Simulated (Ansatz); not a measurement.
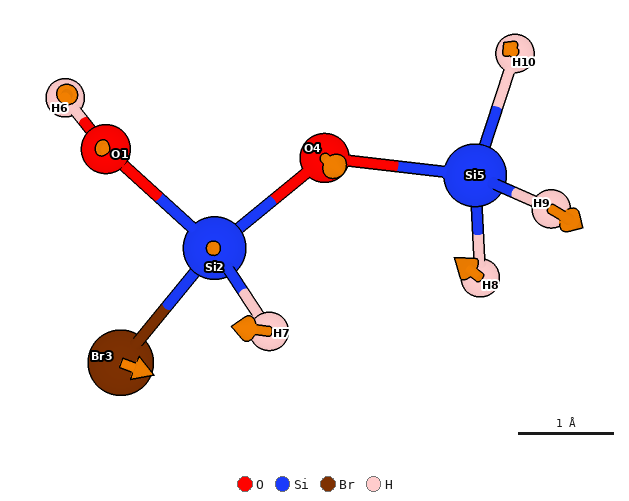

A relaxation of Si$_{2}$H$_{5}$O$_{2}$Br (coarse preliminary run). The starting structure is drawn; orange arrows show the displacements, at their true length. The two geometries are superimposed by the best rigid fit.

A ball-and-stick model, seen from a free direction.

The start comes from a force field.

All numbers below come from RKS PBE-D4/def2-SVP in Ansatz. (force threshold 0.03 eV/Å; at most 200 steps)

> What happened in the run?

Over 12 accepted moves (13 points after the start) the energy falls by 0.284 eV. The largest force component goes from 3.6 to 0.02 eV/Å. The line search rejected the trial step at point 3 of the run. H9 moves most after the best rigid fit: 0.56 Å. By element the largest moves are H 0.56 Å, O 0.53 Å, Br 0.39 Å, Si 0.14 Å. Near-neighbour distances that change, for instance: O1–H6 0.911 → 0.974 Å, Si5–H9 1.447 → 1.503 Å, Si2–Br3 2.194 → 2.250 Å, Si2–H7 1.450 → 1.487 Å. Among the angles between lasting bonds that change: Si2–O4–Si5 135.9° → 146.5°, O1–Si2–H7 112.3° → 106.1°, O1–Si2–O4 107.3° → 111.0°. Groups turn about Si2–O4 by about 60°, O4–Si5 by about 40°.
